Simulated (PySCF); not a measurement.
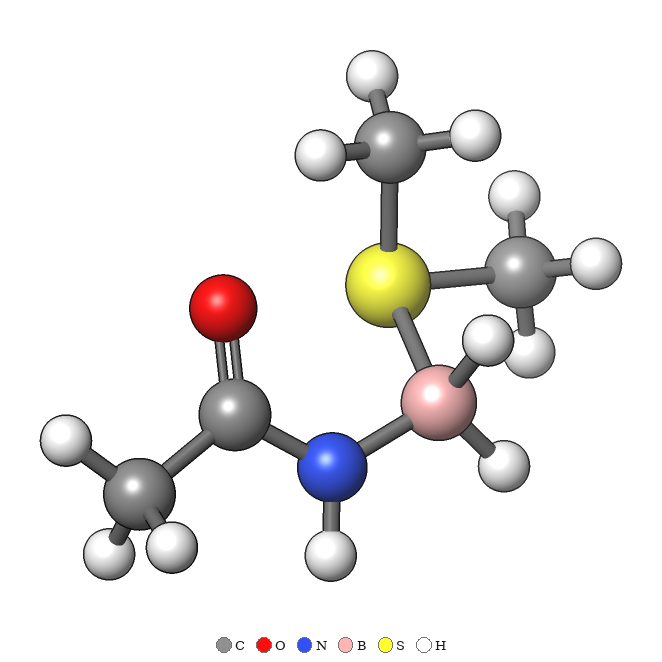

A ball-and-stick model of a molecule. Multiple sticks mark multiple bonds (one Kekulé form).

Identify the structure.

It has 20 atoms: 4 carbon, 12 hydrogen, 1 boron, 1 nitrogen, 1 oxygen and 1 sulfur (C4H12BNOS). Its SMILES string is `CC(=O)N[BH2-][S+](C)C`. It has no ring. Among its groups: amide, B–H bond. This geometry has C1 symmetry. Coordination: 3 C tetrahedral; 1 C trigonal planar; 1 N trigonal planar; 1 B tetrahedral; 1 S trigonal pyramidal.

The parts below concern this one geometry. Atoms keep their numbers from picture to picture. The computed structure is the end point of a PBE0-D3(BJ)/def2-SVP optimisation. No frequency run is at hand to confirm it as a minimum.

### Excitation

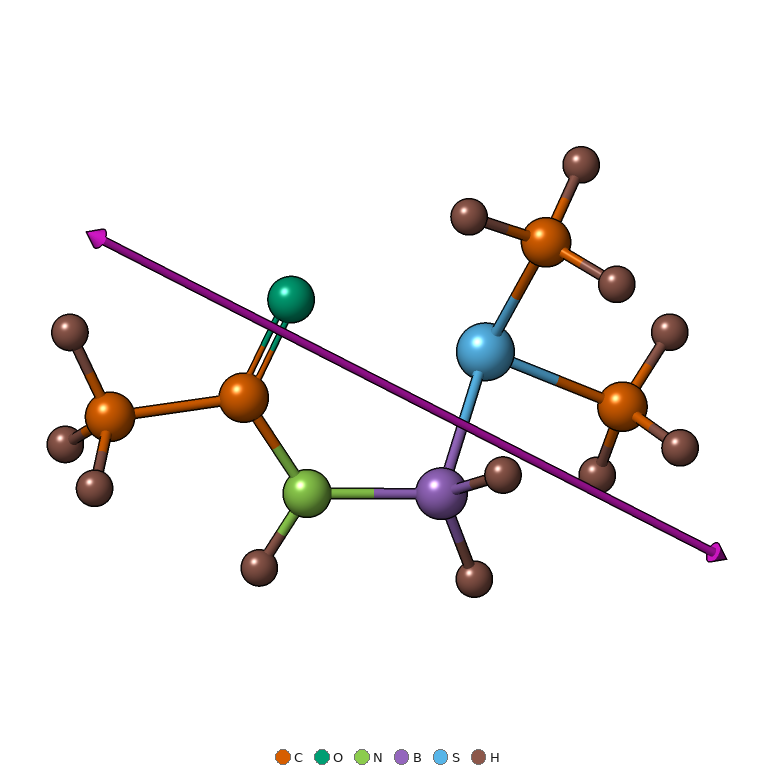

The double arrow shows the direction of the transition dipole to excited singlet state 7 (its length means nothing). No frequency run is at hand to confirm it as a minimum. Level of theory: TDDFT B3LYP/def2-SVPD, vertical, gas phase, core orbitals frozen in the response (PySCF 2.14.0).

**Give its energy, strength and character.**

6.44 eV (193 nm), oscillator strength 0.088, mainly HOMO → LUMO+3 (weight 0.73); transition dipole 1.90 D.

### NMR shielding

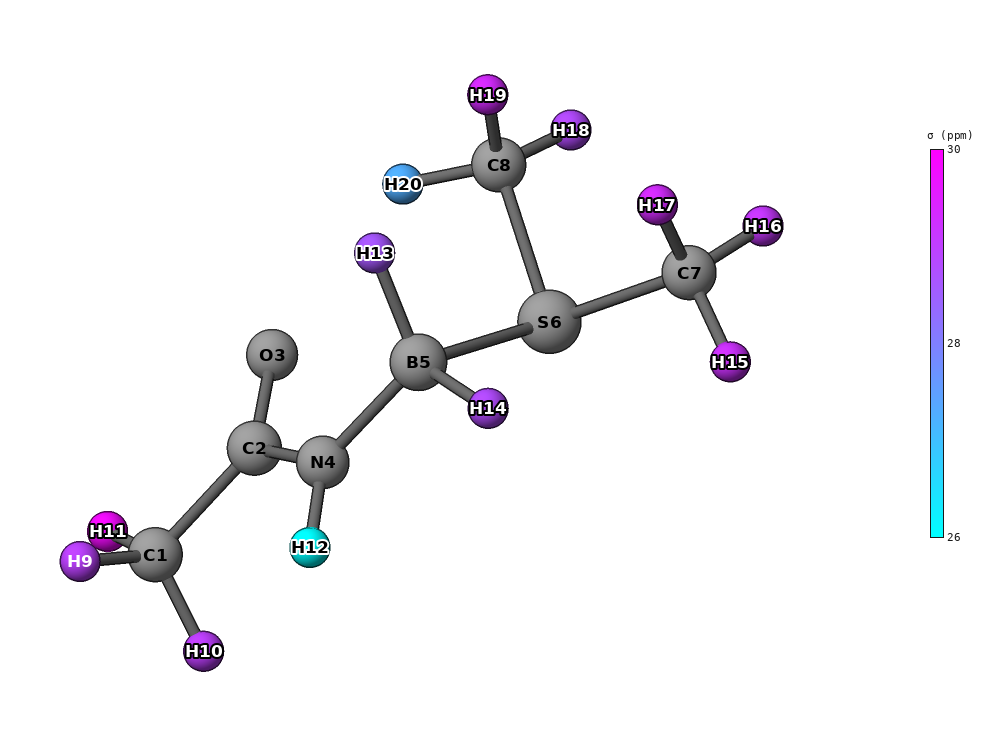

Atoms are coloured by their isotropic NMR shieldings (H only, the others grey). No frequency run is at hand to confirm it as a minimum. Method: GIAO PBE0/pcSseg-1 NMR shielding, non-relativistic, IEF-PCM water (PySCF 2.14.0).

List the isotropic NMR shieldings of the H atoms.

```csv
atom,σ (ppm)
H9,28.96
H10,28.99
H11,29.83
H12,26.03
H13,28.61
H14,28.81
H15,29.20
H16,29.12
H17,29.30
H18,28.83
H19,29.33
H20,27.27
```

### Polarisability

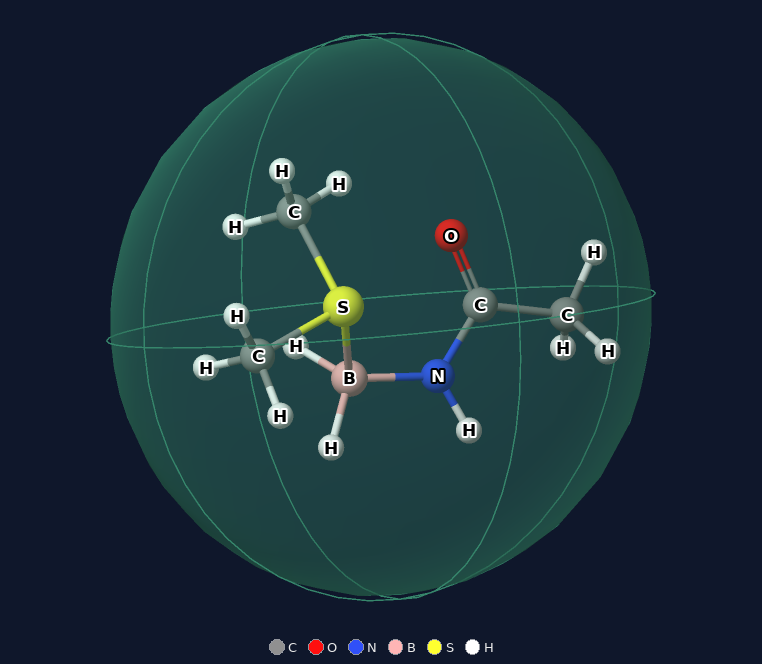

The ellipsoid shows the static dipole polarisability: its half-axes are proportional to the principal values. No frequency run is at hand to confirm it as a minimum. Method: B3LYP/def2-SVPD in dichloromethane (IEF-PCM) (PySCF 2.14.0).

**Give the principal values, the mean and the anisotropy.**

Principal values 109.5, 137.8, 146.2 bohr³; mean 131.2 bohr³ (19.44 Å³); anisotropy 33.3 bohr³, so the longest axis is 1.33 times the shortest.
